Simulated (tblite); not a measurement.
## Run report: C6H13GeNO, geometry relaxation (part 2 of 4)

C6H13GeNO, SMILES O=C[NH][GeH]1[CH2]CCC[CH2]1; GFN2-xTB geometry optimisation, gas phase (tblite 0.8.0). It belongs to a series of runs on one base structure; here: H on Ge replaced by NHCHO.

Geometry of the input (Å):
```
O  3.6448  -0.3026  0.4681
C  3.2188  -0.1858  -0.7256
N  1.9488  0.3645  -0.9921
Ge 0.7946  0.9554  0.3546
C  0.2436  -0.5683  1.4546
C  -0.7466  -1.4359  0.6599
C  -1.9907  -0.6529  0.2061
C  -1.6843  0.3670  -0.9024
C  -0.8716  1.5574  -0.4104
H  3.8481  -0.5240  -1.5267
H  1.6224  0.4542  -1.9884
H  1.4698  2.0478  1.2157
H  1.1333  -1.1627  1.7340
H  -0.2323  -0.1916  2.3722
H  -1.0674  -2.2647  1.3192
H  -0.2339  -1.8791  -0.2073
H  -2.7292  -1.3849  -0.1788
H  -2.4630  -0.1511  1.0788
H  -2.6548  0.7428  -1.3055
H  -1.1481  -0.1364  -1.7357
H  -0.6610  2.2520  -1.2531
H  -1.4518  2.1180  0.3619
```

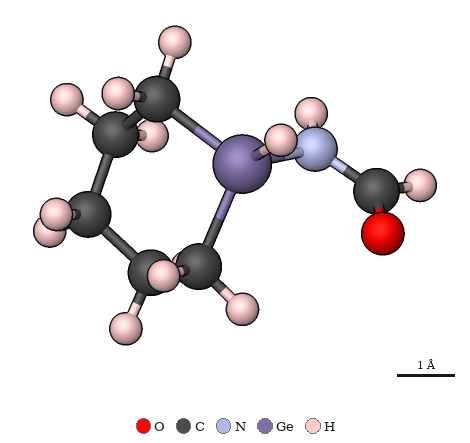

**Figure 1.** The geometry at step 20 of the log (ball-and-stick view, seen on its broad side).

### Trajectory as extended XYZ, continued
```
22
Properties=species:S:1:pos:R:3:forces:R:3 step=13 energy=-772.86746
O     3.4979   -0.2348    0.4651   -0.1080   0.0590   0.2350
C     3.1249   -0.1312   -0.6777   -0.0500   0.0170   0.0180
N     1.9448    0.4065   -1.0064    0.0280  -0.0620  -0.0560
Ge    0.8404    0.9508    0.4054   -0.0450  -0.0130   0.0200
C     0.2552   -0.6120    1.4785    0.0310   0.0060   0.0190
C    -0.7436   -1.4379    0.6729    0.0040  -0.0340   0.0010
C    -1.9640   -0.6484    0.2069   -0.0670   0.0150  -0.0090
C    -1.6766    0.3572   -0.9043    0.0200   0.0990  -0.0210
C    -0.8572    1.5602   -0.4414    0.1570   0.0240   0.0630
H     3.7377   -0.4802   -1.5215    0.0870  -0.0330  -0.1810
H     1.7081    0.4404   -1.9843   -0.0830   0.0510  -0.0380
H     1.6005    2.0390    1.1321    0.0310  -0.0200  -0.0190
H     1.0937   -1.2344    1.7844    0.0450   0.0200  -0.0300
H    -0.2212   -0.2449    2.3883   -0.0170   0.0120   0.0080
H    -1.0872   -2.2746    1.2863    0.0000  -0.0360   0.0350
H    -0.2459   -1.8637   -0.2007    0.0500  -0.0100  -0.0540
H    -2.7032   -1.3570   -0.1698   -0.0590  -0.0700  -0.0130
H    -2.4136   -0.1314    1.0555    0.0200   0.0560   0.0740
H    -2.6278    0.7227   -1.2995   -0.0530  -0.0320  -0.0440
H    -1.1609   -0.1563   -1.7212    0.0300   0.0170   0.0180
H    -0.7017    2.2462   -1.2788   -0.0020  -0.0500   0.1130
H    -1.4107    2.1030    0.3295   -0.0190  -0.0130  -0.1360
22
Properties=species:S:1:pos:R:3:forces:R:3 step=14 energy=-772.87310
O     3.4728   -0.2227    0.4722   -0.1010   0.0440   0.1720
C     3.1136   -0.1249   -0.6770    0.0150  -0.0150   0.0260
N     1.9354    0.4121   -1.0122    0.0850  -0.1150  -0.0790
Ge    0.8399    0.9475    0.4075   -0.0050   0.0200   0.0490
C     0.2559   -0.6153    1.4810    0.0130  -0.0230   0.0350
C    -0.7424   -1.4390    0.6733    0.0000  -0.0420  -0.0200
C    -1.9607   -0.6473    0.2070   -0.0870   0.0190   0.0050
C    -1.6733    0.3576   -0.9044    0.0150   0.0720  -0.0270
C    -0.8533    1.5599   -0.4395    0.0970   0.0020   0.0380
H     3.7423   -0.4814   -1.5115   -0.0180   0.0300  -0.1020
H     1.6993    0.4505   -1.9892   -0.0780   0.0370  -0.0750
H     1.6222    2.0321    1.1148    0.0000  -0.0150   0.0080
H     1.0914   -1.2408    1.7871    0.0740   0.0240  -0.0370
H    -0.2214   -0.2536    2.3922   -0.0190   0.0390   0.0080
H    -1.0874   -2.2786    1.2818    0.0000  -0.0260   0.0500
H    -0.2432   -1.8631   -0.1997    0.0570  -0.0150  -0.0770
H    -2.7046   -1.3535   -0.1636   -0.0580  -0.0810  -0.0370
H    -2.4067   -0.1272    1.0545    0.0090   0.0710   0.1090
H    -2.6246    0.7219   -1.3019   -0.0400  -0.0270  -0.0320
H    -1.1584   -0.1583   -1.7199    0.0450   0.0210   0.0040
H    -0.6934    2.2406   -1.2799   -0.0020  -0.0230   0.1180
H    -1.4137    2.1027    0.3261   -0.0010   0.0030  -0.1370
22
Properties=species:S:1:pos:R:3:forces:R:3 step=16 energy=-772.88089
O     3.4355   -0.2054    0.4868   -0.0610   0.0050  -0.0330
C     3.1022   -0.1188   -0.6740    0.0460  -0.0350   0.0280
N     1.9269    0.4131   -1.0229    0.0240  -0.1050  -0.0500
Ge    0.8408    0.9435    0.4126    0.0810  -0.0070   0.0270
C     0.2569   -0.6205    1.4854   -0.0200  -0.0430   0.0110
C    -0.7412   -1.4422    0.6724   -0.0110  -0.0160  -0.0320
C    -1.9606   -0.6453    0.2076   -0.0350  -0.0050   0.0300
C    -1.6691    0.3602   -0.9053   -0.0160  -0.0490   0.0040
C    -0.8448    1.5583   -0.4356   -0.0520  -0.0490  -0.0180
H     3.7466   -0.4807   -1.5026   -0.1020   0.0910   0.0810
H     1.6849    0.4648   -1.9984   -0.0140  -0.0050  -0.0630
H     1.6483    2.0229    1.0944   -0.0260   0.0110   0.0470
H     1.0927   -1.2469    1.7884    0.0700   0.0290  -0.0310
H    -0.2225   -0.2623    2.3972   -0.0050   0.0380  -0.0050
H    -1.0873   -2.2846    1.2787    0.0110   0.0080   0.0190
H    -0.2373   -1.8627   -0.2017    0.0110   0.0030  -0.0370
H    -2.7092   -1.3526   -0.1575   -0.0170  -0.0110  -0.0220
H    -2.3975   -0.1191    1.0583    0.0100   0.0260   0.0600
H    -2.6222    0.7197   -1.3065    0.0190   0.0010  -0.0080
H    -1.1529   -0.1591   -1.7177    0.0460   0.0240  -0.0030
H    -0.6825    2.2336   -1.2758    0.0380   0.0450   0.0370
H    -1.4178    2.1033    0.3154    0.0050   0.0460  -0.0430
22
Properties=species:S:1:pos:R:3:forces:R:3 step=17 energy=-772.88296
O     3.4273   -0.2021    0.4905   -0.0380  -0.0070  -0.0570
C     3.1012   -0.1187   -0.6728    0.0020  -0.0180   0.0110
N     1.9264    0.4097   -1.0267   -0.0440  -0.0650  -0.0220
Ge    0.8426    0.9426    0.4142    0.0650  -0.0340  -0.0060
C     0.2567   -0.6223    1.4864   -0.0130  -0.0260  -0.0100
C    -0.7413   -1.4435    0.6714   -0.0080  -0.0010  -0.0160
C    -1.9623   -0.6450    0.2084    0.0010  -0.0170   0.0270
C    -1.6688    0.3602   -0.9055   -0.0180  -0.0660   0.0160
C    -0.8434    1.5570   -0.4347   -0.0590  -0.0410  -0.0220
H     3.7458   -0.4787   -1.5007   -0.0610   0.0720   0.0910
H     1.6811    0.4675   -2.0018    0.0220  -0.0220  -0.0340
H     1.6518    2.0215    1.0924   -0.0200   0.0220   0.0540
H     1.0953   -1.2467    1.7873    0.0430   0.0270  -0.0230
H    -0.2231   -0.2624    2.3980    0.0050   0.0200  -0.0160
H    -1.0869   -2.2856    1.2791    0.0140   0.0120  -0.0030
H    -0.2356   -1.8627   -0.2035   -0.0160   0.0130  -0.0080
H    -2.7110   -1.3534   -0.1572   -0.0030   0.0230   0.0010
H    -2.3957   -0.1166    1.0612    0.0150  -0.0060   0.0170
H    -2.6219    0.7192   -1.3079    0.0310   0.0050  -0.0050
H    -1.1505   -0.1584   -1.7172    0.0340   0.0150   0.0030
H    -0.6795    2.2332   -1.2730    0.0470   0.0470   0.0040
H    -1.4187    2.1046    0.3114    0.0000   0.0480  -0.0020
22
Properties=species:S:1:pos:R:3:forces:R:3 step=19 energy=-772.88532
O     3.4157   -0.1985    0.4936   -0.0160  -0.0140  -0.0070
C     3.0974   -0.1182   -0.6717   -0.0700   0.0150  -0.0030
N     1.9224    0.4032   -1.0324   -0.0950  -0.0200   0.0090
Ge    0.8467    0.9397    0.4152   -0.0250  -0.0160  -0.0270
C     0.2564   -0.6254    1.4871    0.0190   0.0150  -0.0270
C    -0.7416   -1.4450    0.6699    0.0080   0.0060   0.0150
C    -1.9637   -0.6455    0.2106    0.0280  -0.0110   0.0030
C    -1.6688    0.3574   -0.9052    0.0110  -0.0060   0.0100
C    -0.8441    1.5543   -0.4345    0.0070   0.0170   0.0040
H     3.7435   -0.4735   -1.4939    0.0330   0.0200   0.0110
H     1.6775    0.4700   -2.0076    0.0490  -0.0390  -0.0090
H     1.6559    2.0206    1.0919   -0.0200   0.0150   0.0440
H     1.0999   -1.2455    1.7851    0.0020   0.0140  -0.0100
H    -0.2233   -0.2623    2.3980    0.0180  -0.0060  -0.0270
H    -1.0858   -2.2865    1.2789    0.0100  -0.0040  -0.0160
H    -0.2344   -1.8621   -0.2058   -0.0350   0.0140   0.0070
H    -2.7133   -1.3528   -0.1562   -0.0020   0.0290   0.0260
H    -2.3925   -0.1142    1.0650    0.0160  -0.0310  -0.0170
H    -2.6197    0.7187   -1.3099    0.0160  -0.0080  -0.0090
H    -1.1459   -0.1573   -1.7166    0.0130  -0.0100   0.0150
H    -0.6732    2.2342   -1.2698    0.0290   0.0010  -0.0070
H    -1.4198    2.1082    0.3069    0.0050   0.0190   0.0150
22
Properties=species:S:1:pos:R:3:forces:R:3 step=20 energy=-772.88626
O     3.4091   -0.1968    0.4946   -0.0160  -0.0120   0.0240
C     3.0935   -0.1174   -0.6714   -0.0720   0.0170  -0.0050
N     1.9179    0.4001   -1.0347   -0.0760  -0.0170   0.0090
Ge    0.8480    0.9379    0.4151   -0.0630   0.0180  -0.0140
C     0.2568   -0.6266    1.4868    0.0290   0.0260  -0.0250
C    -0.7414   -1.4455    0.6697    0.0140   0.0030   0.0180
C    -1.9632   -0.6460    0.2116    0.0240   0.0040  -0.0090
C    -1.6684    0.3558   -0.9047    0.0280   0.0340   0.0010
C    -0.8445    1.5535   -0.4344    0.0360   0.0410   0.0170
H     3.7433   -0.4706   -1.4895    0.0490   0.0080  -0.0250
H     1.6769    0.4704   -2.0106    0.0430  -0.0390  -0.0110
H     1.6582    2.0203    1.0921   -0.0280  -0.0010   0.0310
H     1.1017   -1.2449    1.7841   -0.0070   0.0040  -0.0060
H    -0.2228   -0.2628    2.3975    0.0200  -0.0090  -0.0250
H    -1.0851   -2.2871    1.2782    0.0060  -0.0150  -0.0090
H    -0.2349   -1.8613   -0.2065   -0.0290   0.0060  -0.0010
H    -2.7143   -1.3515   -0.1547   -0.0060   0.0160   0.0270
H    -2.3904   -0.1139    1.0661    0.0110  -0.0260  -0.0120
H    -2.6180    0.7183   -1.3110    0.0060  -0.0170  -0.0080
H    -1.1434   -0.1572   -1.7158    0.0070  -0.0200   0.0180
H    -0.6692    2.2344   -1.2688    0.0130  -0.0210  -0.0040
H    -1.4203    2.1103    0.3054    0.0100   0.0020   0.0100
22
Properties=species:S:1:pos:R:3:forces:R:3 step=22 energy=-772.88838
O     3.3923   -0.1936    0.4973   -0.0280  -0.0030   0.0400
C     3.0818   -0.1153   -0.6704   -0.0100  -0.0070  -0.0020
N     1.9038    0.3911   -1.0395    0.0120  -0.0210  -0.0070
Ge    0.8474    0.9358    0.4148   -0.0720   0.0730   0.0240
C     0.2591   -0.6278    1.4846    0.0190   0.0200  -0.0100
C    -0.7403   -1.4466    0.6699    0.0110  -0.0060  -0.0030
C    -1.9611   -0.6465    0.2134    0.0040   0.0340  -0.0160
C    -1.6657    0.3545   -0.9036    0.0380   0.0630  -0.0090
C    -0.8432    1.5540   -0.4332    0.0340   0.0510   0.0170
H     3.7444   -0.4625   -1.4813    0.0170   0.0120  -0.0390
H     1.6786    0.4685   -2.0182    0.0020  -0.0270  -0.0130
H     1.6606    2.0193    1.0946   -0.0440  -0.0360  -0.0020
H     1.1059   -1.2434    1.7812   -0.0090  -0.0130  -0.0020
H    -0.2205   -0.2643    2.3947    0.0170  -0.0070  -0.0010
H    -1.0830   -2.2895    1.2762    0.0040  -0.0210   0.0070
H    -0.2376   -1.8595   -0.2084    0.0010  -0.0180  -0.0240
H    -2.7169   -1.3477   -0.1500    0.0010  -0.0080   0.0140
H    -2.3849   -0.1145    1.0682   -0.0030   0.0050   0.0150
H    -2.6137    0.7162   -1.3140    0.0000  -0.0210  -0.0010
H    -1.1374   -0.1581   -1.7128    0.0050  -0.0230   0.0200
H    -0.6598    2.2341   -1.2668   -0.0120  -0.0350  -0.0150
H    -1.4204    2.1153    0.3024    0.0100  -0.0130   0.0090
22
Properties=species:S:1:pos:R:3:forces:R:3 step=23 energy=-772.88920
O     3.3858   -0.1930    0.4989   -0.0320   0.0000   0.0210
C     3.0773   -0.1150   -0.6698    0.0220  -0.0170   0.0040
N     1.8981    0.3867   -1.0411    0.0380  -0.0130  -0.0090
Ge    0.8454    0.9368    0.4151   -0.0350   0.0540   0.0230
C     0.2606   -0.6276    1.4832    0.0020   0.0050  -0.0030
C    -0.7396   -1.4471    0.6699    0.0040  -0.0050  -0.0170
C    -1.9601   -0.6460    0.2137   -0.0010   0.0320  -0.0040
C    -1.6637    0.3555   -0.9033    0.0230   0.0370  -0.0030
C    -0.8419    1.5554   -0.4324    0.0040   0.0340   0.0020
H     3.7448   -0.4586   -1.4797   -0.0070   0.0170  -0.0180
H     1.6805    0.4661   -2.0214   -0.0180  -0.0190  -0.0070
H     1.6593    2.0186    1.0969   -0.0410  -0.0360  -0.0100
H     1.1075   -1.2428    1.7799   -0.0060  -0.0130  -0.0040
H    -0.2189   -0.2646    2.3932    0.0130  -0.0060   0.0110
H    -1.0820   -2.2908    1.2757    0.0080  -0.0100   0.0060
H    -0.2390   -1.8590   -0.2098    0.0120  -0.0240  -0.0230
H    -2.7178   -1.3464   -0.1480    0.0120  -0.0040   0.0050
H    -2.3830   -0.1150    1.0693   -0.0050   0.0190   0.0190
H    -2.6121    0.7147   -1.3152    0.0060  -0.0120   0.0010
H    -1.1349   -0.1590   -1.7111    0.0090  -0.0140   0.0190
H    -0.6568    2.2336   -1.2664   -0.0140  -0.0190  -0.0270
H    -1.4199    2.1171    0.3015    0.0020  -0.0050   0.0150
22
Properties=species:S:1:pos:R:3:forces:R:3 step=25 energy=-772.88991
O     3.3809   -0.1932    0.5007   -0.0180  -0.0040  -0.0030
C     3.0753   -0.1157   -0.6690    0.0180  -0.0080   0.0100
N     1.8958    0.3832   -1.0422    0.0180   0.0110   0.0010
Ge    0.8426    0.9394    0.4157    0.0150  -0.0180  -0.0110
C     0.2617   -0.6272    1.4818   -0.0110  -0.0100  -0.0010
C    -0.7390   -1.4475    0.6691    0.0000   0.0010  -0.0140
C    -1.9593   -0.6444    0.2140    0.0040   0.0070   0.0150
C    -1.6616    0.3575   -0.9030   -0.0060  -0.0120   0.0100
C    -0.8411    1.5580   -0.4320   -0.0230   0.0050  -0.0140
H     3.7446   -0.4551   -1.4801   -0.0090   0.0110   0.0090
H     1.6816    0.4628   -2.0236   -0.0230  -0.0140   0.0080
H     1.6557    2.0169    1.0989   -0.0170  -0.0090   0.0000
H     1.1083   -1.2428    1.7787   -0.0030  -0.0040  -0.0110
H    -0.2172   -0.2649    2.3925    0.0070  -0.0090   0.0120
H    -1.0809   -2.2919    1.2756    0.0100   0.0090  -0.0070
H    -0.2397   -1.8599   -0.2118    0.0080  -0.0140  -0.0060
H    -2.7175   -1.3455   -0.1466    0.0190   0.0120  -0.0010
H    -2.3820   -0.1147    1.0709    0.0030   0.0190   0.0080
H    -2.6108    0.7133   -1.3159    0.0110   0.0030  -0.0030
H    -1.1328   -0.1602   -1.7089    0.0150   0.0030   0.0180
H    -0.6559    2.2328   -1.2678   -0.0130   0.0090  -0.0310
H    -1.4194    2.1184    0.3020   -0.0080   0.0120   0.0120
22
Properties=species:S:1:pos:R:3:forces:R:3 step=26 energy=-772.89013
O     3.3789   -0.1932    0.5015   -0.0060  -0.0080  -0.0030
C     3.0751   -0.1160   -0.6686    0.0020   0.0020   0.0090
N     1.8959    0.3827   -1.0426    0.0010   0.0190   0.0040
Ge    0.8420    0.9399    0.4158    0.0170  -0.0380  -0.0240
C     0.2617   -0.6273    1.4815   -0.0070  -0.0090  -0.0020
C    -0.7388   -1.4476    0.6685    0.0020   0.0030  -0.0050
C    -1.9590   -0.6436    0.2144    0.0060  -0.0030   0.0160
C    -1.6610    0.3580   -0.9027   -0.0110  -0.0170   0.0110
C    -0.8414    1.5591   -0.4322   -0.0160  -0.0010  -0.0130
H     3.7445   -0.4539   -1.4799    0.0020   0.0040   0.0120
H     1.6809    0.4617   -2.0240   -0.0190  -0.0140   0.0130
H     1.6545    2.0160    1.0990   -0.0060   0.0050   0.0070
H     1.1083   -1.2431    1.7781   -0.0010  -0.0020  -0.0130
H    -0.2165   -0.2654    2.3928    0.0050  -0.0120   0.0060
H    -1.0803   -2.2920    1.2753    0.0080   0.0110  -0.0100
H    -0.2395   -1.8606   -0.2126    0.0020  -0.0050   0.0020
H    -2.7169   -1.3449   -0.1462    0.0130   0.0150  -0.0020
H    -2.3817   -0.1139    1.0716    0.0080   0.0140   0.0020
H    -2.6101    0.7129   -1.3162    0.0060   0.0050  -0.0060
H    -1.1317   -0.1606   -1.7078    0.0160   0.0060   0.0160
H    -0.6560    2.2325   -1.2691   -0.0160   0.0120  -0.0210
H    -1.4195    2.1189    0.3025   -0.0060   0.0140   0.0010
22
Properties=species:S:1:pos:R:3:forces:R:3 step=27 energy=-772.89035
O     3.3761   -0.1933    0.5025    0.0070  -0.0120   0.0020
C     3.0746   -0.1162   -0.6681   -0.0130   0.0110   0.0050
N     1.8957    0.3824   -1.0432   -0.0110   0.0230   0.0050
Ge    0.8416    0.9397    0.4154    0.0090  -0.0410  -0.0290
C     0.2617   -0.6277    1.4811    0.0010  -0.0060  -0.0010
C    -0.7385   -1.4478    0.6677    0.0030   0.0030   0.0050
C    -1.9585   -0.6428    0.2152    0.0060  -0.0070   0.0120
C    -1.6605    0.3581   -0.9022   -0.0100  -0.0120   0.0080
C    -0.8420    1.5602   -0.4326   -0.0030  -0.0040  -0.0080
H     3.7445   -0.4525   -1.4791    0.0120  -0.0040   0.0110
H     1.6797    0.4603   -2.0245   -0.0140  -0.0140   0.0130
H     1.6533    2.0149    1.0992    0.0020   0.0130   0.0110
H     1.1084   -1.2435    1.7771    0.0020  -0.0020  -0.0140
H    -0.2156   -0.2663    2.3933    0.0020  -0.0130   0.0000
H    -1.0795   -2.2920    1.2748    0.0030   0.0070  -0.0100
H    -0.2393   -1.8615   -0.2134   -0.0040   0.0050   0.0080
H    -2.7161   -1.3440   -0.1456    0.0030   0.0120  -0.0020
H    -2.3810   -0.1127    1.0725    0.0130   0.0080  -0.0010
H    -2.6091    0.7126   -1.3166   -0.0010   0.0040  -0.0090
H    -1.1302   -0.1609   -1.7062    0.0150   0.0070   0.0130
H    -0.6561    2.2324   -1.2709   -0.0210   0.0100  -0.0060
H    -1.4198    2.1198    0.3029   -0.0010   0.0130  -0.0130
```
